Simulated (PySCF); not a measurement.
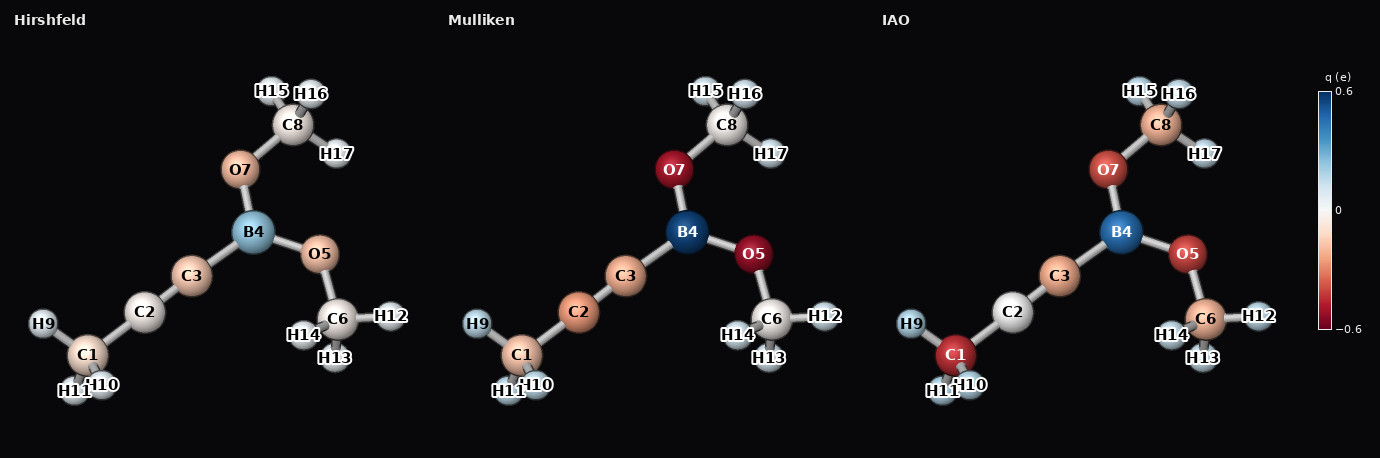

Atomic charges of one calculation by 3 schemes, on one colour scale. The computed structure is the end point of a GFN2-xTB optimisation. No frequency run is at hand to confirm it as a minimum. Computed with PBE0/pcSseg-1 (PySCF 2.14.0).

On which atom do the schemes disagree most?

On C1 (from −0.44 to −0.09 e); O5 (from −0.52 to −0.17 e).

List the charges (e), one line for each set of equivalent atoms.

```json
{"atom": "C1", "Hirshfeld": "−0.09", "Mulliken": "−0.17", "IAO": "−0.44"}
{"atom": "C2", "Hirshfeld": "−0.03", "Mulliken": "−0.25", "IAO": "0.00"}
{"atom": "C3", "Hirshfeld": "−0.15", "Mulliken": "−0.21", "IAO": "−0.21"}
{"atom": "B4", "Hirshfeld": "0.24", "Mulliken": "0.56", "IAO": "0.46"}
{"atom": "O5", "Hirshfeld": "−0.17", "Mulliken": "−0.52", "IAO": "−0.41"}
{"atom": "C6", "Hirshfeld": "−0.03", "Mulliken": "−0.02", "IAO": "−0.19"}
{"atom": "O7", "Hirshfeld": "−0.18", "Mulliken": "−0.49", "IAO": "−0.39"}
{"atom": "C8", "Hirshfeld": "−0.03", "Mulliken": "−0.01", "IAO": "−0.20"}
{"atom": "H9", "Hirshfeld": "0.06", "Mulliken": "0.15", "IAO": "0.17"}
{"atom": "H10", "Hirshfeld": "0.06", "Mulliken": "0.15", "IAO": "0.17"}
{"atom": "H11", "Hirshfeld": "0.06", "Mulliken": "0.15", "IAO": "0.18"}
{"atom": "H12", "Hirshfeld": "0.05", "Mulliken": "0.12", "IAO": "0.15"}
{"atom": "H13", "Hirshfeld": "0.04", "Mulliken": "0.11", "IAO": "0.14"}
{"atom": "H14", "Hirshfeld": "0.04", "Mulliken": "0.11", "IAO": "0.14"}
{"atom": "H15", "Hirshfeld": "0.05", "Mulliken": "0.12", "IAO": "0.15"}
{"atom": "H16", "Hirshfeld": "0.05", "Mulliken": "0.11", "IAO": "0.14"}
{"atom": "H17", "Hirshfeld": "0.04", "Mulliken": "0.11", "IAO": "0.14"}
```

The geometry is semi-empirical. Around B such bond lengths and angles can be off by a tenth of an ångström or more and by several degrees, and values that hang on the shape move with them.
